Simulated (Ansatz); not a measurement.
# SiH3O (SMILES O[SiH2]) at FCI/STO-3G

What is the electronic atomisation energy of SiH3O at FCI/STO-3G? 

Program for the calculation: Ansatz 0.2.0.

49 further runs of the same task are left out: 49 set aside as unsound or not needed.

### Step 1. Starting point

The species is SiH3O (5 atoms), meant as a doublet with charge 0. SMILES: `O[SiH2]`. Geometry: relaxed at GFN2-xTB. This is one conformer, not always the lowest.

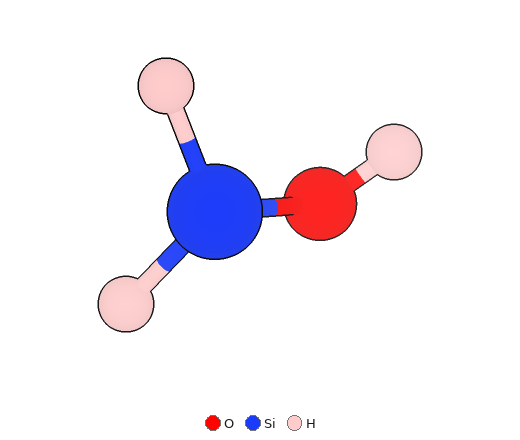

The structure, seen from a chosen angle (oxygen red, silicon blue, hydrogen pink).

### Step 2. The energy at FCI/STO-3G

The input, molecule.yaml:

```yaml
crystal:
  periodic: [false, false, false]
  atoms:
    - {symbol: O, position_ang: [0.557310, -0.433760, 0.798460]}
    - {symbol: Si, position_ang: [0.001930, 0.341950, -0.533940]}
    - {symbol: H, position_ang: [0.725690, -1.370660, 0.814800]}
    - {symbol: H, position_ang: [-1.244820, -0.253580, -1.000760]}
    - {symbol: H, position_ang: [-0.040110, 1.716040, -0.078560]}
basis:
  gaussian: {orbitals: STO-3G}
total_charge: 0
magnetization: {spin_polarized: true, initial_magnetization: 1}
correlation: {method: fci, frozen_orbitals: {H: 0, O: 1, Si: 5}}
accuracy: high
```

Command:

```console
ansatz run molecule.yaml --threads 1 --pin off --max-ram 2610MiB --events-out events.jsonl --progress --plain --runs-dir runs
```

Log:

```text
Warning: RAYON_NUM_THREADS=1 ignored (pool sized by the plan → 1); use --threads N
Functional definition: HF
  name "HF"
  exchange = exact_x
  correlation = 0
290 factors; integrals over basis functions are off by at most 3.1e-8 eV
mean field evaluation 1: about -9825.4126 eV, gradient 1.3e1 eV
mean field evaluation 2: about -9825.4543 eV, gradient 1.3e1 eV
mean field evaluation 4: about -9826.6980 eV, gradient 1.1e0 eV
mean field evaluation 8: about -9826.7242 eV, gradient 1.1e-2 eV
mean field -9826.72419361 eV, -361.1254533224 hartree, gradient 2.1e-8 eV, S^2 0.751642; 0 other end points of the search recorded, 0 dependent functions left out
mean field evaluation 16: about -9826.7144 eV, gradient 1.2e-1 eV
6 core orbitals not correlated: weight in the atoms' cores, before any rotation towards them, 1.000 or more for the frozen orbitals, at most 0.000 for the correlated occupied ones
reference -9826.71437831 eV, -361.1250926167 hartree; 7, 6 occupied and 4, 5 virtual orbitals, 290 factors
state -9829.16448896 eV, -361.2151325223 hartree
Total energy: -9829.16448896 eV, -361.2151325223 hartree
```

Run time: 2.2 s. Hardware: 1 thread of Arm Neoverse V1, shared host.

### Step 3. The H atom: the energy at UHF/STO-3G

The input, input.yaml:

```yaml
crystal:
  periodic: [false, false, false]
  atoms:
    - symbol: H
      position_ang: [0.000000, 0.000000, 0.000000]
basis:
  gaussian:
    orbitals: STO-3G
hamiltonian:
  xc: hf
magnetization:
  spin_polarized: true
  initial_magnetization: 1
accuracy: high
```

Command:

```console
ansatz run input.yaml --threads 1 --pin off --max-ram 2610MiB --events-out events.jsonl --progress --plain --runs-dir runs
```

Log:

```text
Warning: RAYON_NUM_THREADS=1 ignored (pool sized by the plan → 1); use --threads N
Functional definition: HF
  name "HF"
  exchange = exact_x
  correlation = 0
1 factors; integrals over basis functions are off by at most 4.6e-10 eV
mean field evaluation 1: about -12.6963 eV, gradient 0.0e0 eV
mean field evaluation 2: about -12.6963 eV, gradient 0.0e0 eV
mean field -12.69633895 eV, -0.4665818504 hartree, gradient 0.0e0 eV, S^2 0.750000; 0 other end points of the search recorded, 0 dependent functions left out
reference -12.69633895 eV, -0.4665818504 hartree; 1, 0 occupied and 0, 1 virtual orbitals, 1 factors
Total energy: -12.69633895 eV, -0.4665818504 hartree
```

It took 0.04 s on 1 thread of Arm Neoverse V1, shared host.

### Step 4. The O atom

The input, input.yaml:

```yaml
crystal:
  periodic: [false, false, false]
  atoms:
    - {symbol: O, position_ang: [0.000000, 0.000000, 0.000000]}
basis:
  gaussian: {orbitals: STO-3G}
correlation: {method: fci, frozen_orbitals: {O: 1}}
accuracy: high
magnetization: {spin_polarized: true, initial_magnetization: 2}
```

Run the same way, it converges to -73.80415 Eh (log not shown).

### Step 5. The Si atom at the same level

The input, molecule.yaml:

```yaml
crystal:
  periodic: [false, false, false]
  atoms:
    - {symbol: Si, position_ang: [0.000000, 0.000000, 0.000000]}
basis:
  gaussian:
    orbitals: STO-3G
magnetization:
  spin_polarized: true
  initial_magnetization: 2
correlation:
  method: fci
  frozen_orbitals: {Si: 5}
accuracy: high
```

Command:

```console
ansatz run molecule.yaml --threads 1 --pin off --max-ram 2610MiB --events-out events.jsonl --progress --plain --runs-dir runs
```

Log:

```text
Warning: RAYON_NUM_THREADS=1 ignored (pool sized by the plan → 1); use --threads N
Functional definition: HF
  name "HF"
  exchange = exact_x
  correlation = 0
42 factors; integrals over basis functions are off by at most 2.5e-9 eV
mean field evaluation 1: about -7767.9286 eV, gradient 9.3e-1 eV
mean field evaluation 2: about -7767.9294 eV, gradient 9.3e-1 eV
mean field evaluation 4: about -7767.9315 eV, gradient 4.9e-6 eV
mean field evaluation 8: about -7767.9253 eV, gradient 1.5e0 eV
mean field evaluation 16: about -7767.9315 eV, gradient 4.8e-4 eV
mean field -7767.93148641 eV, -285.4662168327 hartree, gradient 2.1e-9 eV, S^2 2.000003; 3 other end points of the search recorded, 0 dependent functions left out
5 core orbitals not correlated: weight in the atoms' cores, before any rotation towards them, 1.000 or more for the frozen orbitals, at most 0.000 for the correlated occupied ones
reference -7767.93133238 eV, -285.4662111720 hartree; 3, 1 occupied and 1, 3 virtual orbitals, 42 factors
state -7768.29631240 eV, -285.4796239404 hartree
Total energy: -7768.29631240 eV, -285.4796239404 hartree
```

Wall time 0.06 s (1 thread of Arm Neoverse V1, shared host).

### Step 6. What came out

Level: FCI/STO-3G, 6 core orbitals frozen.

| quantity | value |
| --- | --- |
| molecule: total energy | -361.21513 Eh |
| molecule: correlation energy (6 core orbitals frozen) | -90.0 mEh |
| H atom: total energy | -0.46658 Eh |
| H atom: ⟨S²⟩ | 0.750 |
| O atom: total energy | -73.80415 Eh |
| O atom: correlation energy (1 core orbital frozen) | 0.0 mEh |
| Si atom: total energy | -285.47962 Eh |
| Si atom: correlation energy (5 core orbitals frozen) | -13.4 mEh |
| electronic atomisation energy | 14.466 eV |

**Reading.** Taking the molecule apart into free atoms costs 14.47 eV (1396 kJ/mol), before zero-point energy and without spin-orbit coupling. In a minimal basis such a difference can be off by several eV, whatever the method.
